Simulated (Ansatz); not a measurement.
C3H4N: several calculations on one system

### Relaxation

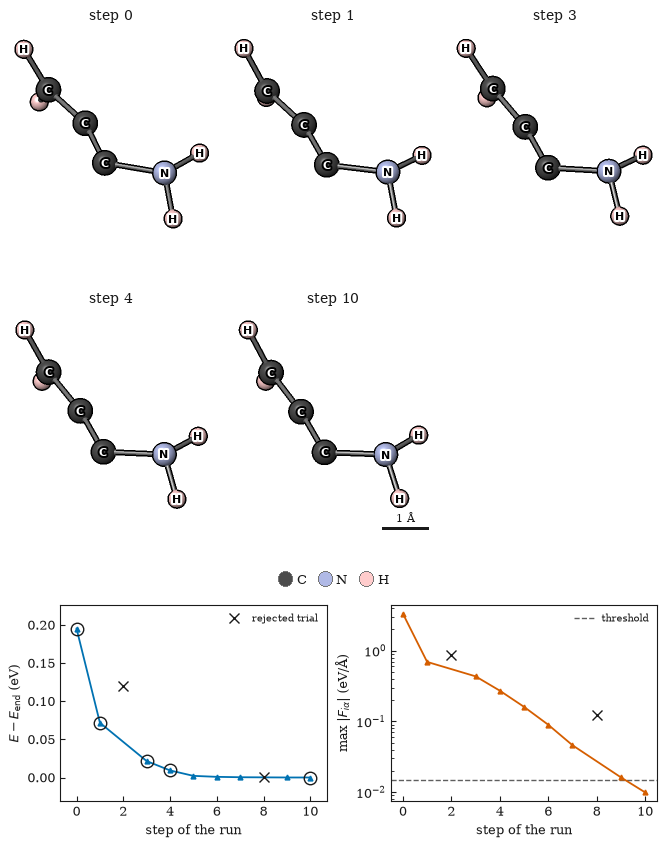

Frames of a relaxation of C3H4N (charge −1), marked on the history of the run. Style: ball-and-stick. Shown from a free direction.

The run prepares an end point of a later path (torsion) calculation, from a guessed geometry.

Level of theory: RKS PBE-D4/def2-SVP in Ansatz. Settings: no spin polarisation; force threshold 0.015 eV/Å; at most 40 steps.

### Describe the path.

The energy falls by 0.195 eV in 8 accepted moves (10 points after the start). The largest force component goes from 3.3 to 0.0099 eV/Å. The line search rejected the trial steps at points 2, 8 of the run. The largest move after the best rigid fit is that of a C atom, 0.19 Å. Largest moves by element: C 0.19 Å, H 0.16 Å, N 0.06 Å. Among the contacts that change: C–C 1.263 → 1.303 Å, C–H 1.094 → 1.114 Å, C–N 1.438 → 1.418 Å, C–C 1.338 → 1.356 Å. Among the angles between lasting bonds that change: C–C–C 162.6° → 174.1°, C–C–N 131.9° → 127.0°, C–N–H 109.5° → 112.1°. From step 0 to 1: an H atom moves most (0.16 Å), energy −0.123 eV. From step 1 to 3: a C atom moves most (0.10 Å), energy −0.050 eV. From step 3 to 4: an H atom moves most (0.07 Å), energy −0.012 eV. From step 4 to 10: an H atom moves most (0.05 Å), energy −0.009 eV.

| step | E − E(0), eV | largest force component, eV/Å | note |
| --- | --- | --- | --- |
| 0 | 0.0000 | 3.3355 |  |
| 1 | -0.1235 | 0.6946 |  |
| 2 | -0.0752 | 0.8711 | rejected |
| 3 | -0.1737 | 0.4342 |  |
| 4 | -0.1859 | 0.2724 |  |
| 5 | -0.1930 | 0.1609 |  |
| 6 | -0.1943 | 0.0898 |  |
| 7 | -0.1948 | 0.0462 |  |
| 8 | -0.1943 | 0.1215 | rejected |
| 9 | -0.1952 | 0.0162 |  |
| 10 | -0.1952 | 0.0099 |  |

Limits of the set-up: the basis has no diffuse functions, which an anion needs.

### Relaxation

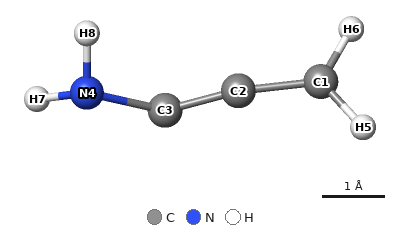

Starting structure of C3H4N (charge −1). A ball-and-stick model, seen face on.

The run prepares an end point of a later path (torsion) calculation, from a guessed geometry.

The calculation used Ansatz 0.2.0, RKS PBE-D4/def2-SVP.

The input:
```yaml
crystal:
  periodic: [false, false, false]
  atoms:
    - { symbol: C, position_ang: [-0.52039, 1.75061, -0.2015] }
    - { symbol: C, position_ang: [-0.2553, 0.45351, -0.0053] }
    - { symbol: C, position_ang: [-0.38428, -0.7948, 0.13741] }
    - { symbol: "N", position_ang: [0.5633, -1.8261, 0.46182] }
    - { symbol: H, position_ang: [-0.52636, 2.20403, -1.19671] }
    - { symbol: H, position_ang: [-0.78375, 2.42894, 0.61414] }
    - { symbol: H, position_ang: [0.12963, -2.68535, 0.82444] }
    - { symbol: H, position_ang: [1.20986, -1.48369, 1.17268] }
total_charge: -1
basis:
  gaussian: { orbitals: def2-SVP }
hamiltonian:
  xc: pbe
  dispersion: d4
relax:
  f_tol: 0.015
  max_steps: 40
output:
  orbitals: {}
```

Launched with:
```bash
ansatz run input.yaml --threads 1 --pin off --max-ram 2048MiB --backend cpu --events-out ev --progress --plain --runs-dir out
```

### Predict the outcome.

H5 moves most after the best rigid fit: 0.25 Å. By element the largest moves are H 0.25 Å, C 0.21 Å, N 0.05 Å. Some distances before and after: C2–C3 1.263 → 1.303 Å, N4–H8 1.020 → 1.043 Å, C3–N4 1.438 → 1.418 Å, C1–H5 1.094 → 1.114 Å. Bond angles that change, for instance: C1–C2–C3 162.6° → 174.1°, C3–N4–H8 109.5° → 115.7°, C2–C3–N4 131.9° → 126.9°. The energy falls by 5.44 kcal/mol in 7 accepted moves (10 points after the start). The largest force component goes from 3.4 to 0.0076 eV/Å. The line search rejected the trial steps at points 4, 6, 8 of the run. The run took 20 s on 1 thread of Intel(R) Xeon(R) Platinum 8259CL CPU @ 2.50GHz (Skylake/Cascade Lake) (shared host), peak memory 0.16 GiB.

Step by step:

```json
{"step": "0", "E − E(0), kcal/mol": "0.00", "largest force component, eV/Å": "3.4405", "note": ""}
{"step": "1", "E − E(0), kcal/mol": "-3.62", "largest force component, eV/Å": "0.9483", "note": ""}
{"step": "2", "E − E(0), kcal/mol": "-3.88", "largest force component, eV/Å": "0.5176", "note": ""}
{"step": "3", "E − E(0), kcal/mol": "-5.06", "largest force component, eV/Å": "0.4853", "note": ""}
{"step": "4", "E − E(0), kcal/mol": "-3.99", "largest force component, eV/Å": "0.9377", "note": "rejected"}
{"step": "5", "E − E(0), kcal/mol": "-5.38", "largest force component, eV/Å": "0.2274", "note": ""}
{"step": "6", "E − E(0), kcal/mol": "-5.26", "largest force component, eV/Å": "0.2434", "note": "rejected"}
{"step": "7", "E − E(0), kcal/mol": "-5.44", "largest force component, eV/Å": "0.0705", "note": ""}
{"step": "8", "E − E(0), kcal/mol": "-5.33", "largest force component, eV/Å": "0.1853", "note": "rejected"}
{"step": "9", "E − E(0), kcal/mol": "-5.44", "largest force component, eV/Å": "0.0158", "note": ""}
{"step": "10", "E − E(0), kcal/mol": "-5.44", "largest force component, eV/Å": "0.0076", "note": ""}
```

Final geometry:

```xyz
8

C    -0.5112    1.7275   -0.1819
C    -0.4500    0.3825   -0.0204
C    -0.5220   -0.9126    0.1054
N     0.5339   -1.7937    0.4491
H    -0.2827    2.2346   -1.1466
H    -0.8274    2.4203    0.6305
H     0.1970   -2.6296    0.9393
H     1.2950   -1.3819    1.0315
```

After the run, drawn alike:

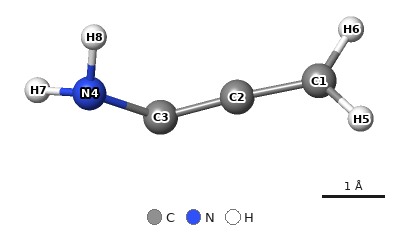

Limits of the set-up: the basis has no diffuse functions, which an anion needs.

### Path

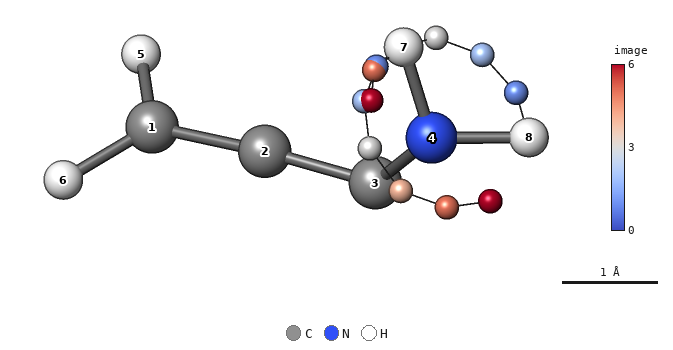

NEB run on C3H4N (charge −1). Images are numbered from 0 (start) to 6 (end). The start is drawn whole; smaller spheres mark the moving atoms (H) in the later images, joined by lines and coloured by the number of the image. Style: ball-and-stick. Shown at a tilt.

These are results of Ansatz 0.2.0, RKS PBE-D4/def2-SVP, not measurements. Settings: 5 movable images; climbing image; force threshold 0.05 eV/Å; iteration limit 60; starting path through a guess of the saddle point.

### Describe the path and its energy.

The motion is a rotation about the C3–N4 bond by about 180°. No bond forms or breaks between the ends. Among the angles between lasting bonds that change up to the highest image: C3–N4–H7 115.7° → 105.8°, H7–N4–H8 107.1° → 100.2°. The barrier is about 10.5 kcal/mol in both directions, with image 3 at the top; the ends have the same energy. The band is converged. At the top, the vibrational analysis gives one imaginary mode (405i cm⁻¹), as a transition state must have.

Limits of the set-up: the basis has no diffuse functions, which an anion needs.
